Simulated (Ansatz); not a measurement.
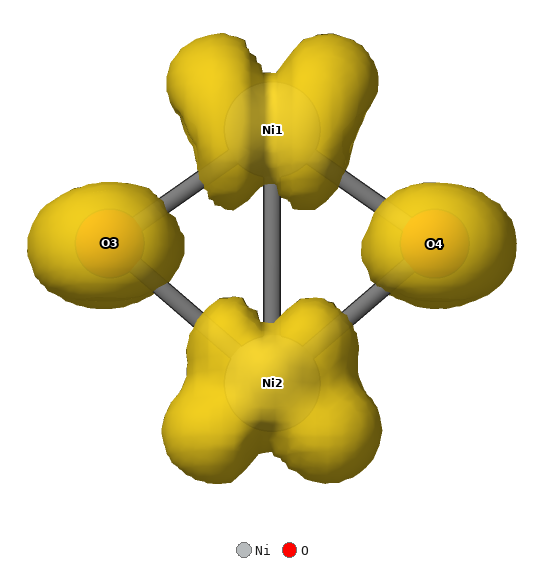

Ni2O2 (charge −1, quartet). Isosurface of the spin density at +0.06 e/Å³ (yellow), seen across its widest extent.

Geometry: PBE0-D4/def2-SVPD; ⟨S²⟩ = 3.90, above the pure value of 3.75.

Theory: Ansatz, UKS PBE0-D4/def2-TZVPD.

**Describe the spin distribution.**

The unpaired spin (3 electrons) lies mostly on Ni1 (about 1.3), Ni2 (about 1.0), O3 (about 0.4) and O4 (about 0.4), in electrons by Hirshfeld's partition.
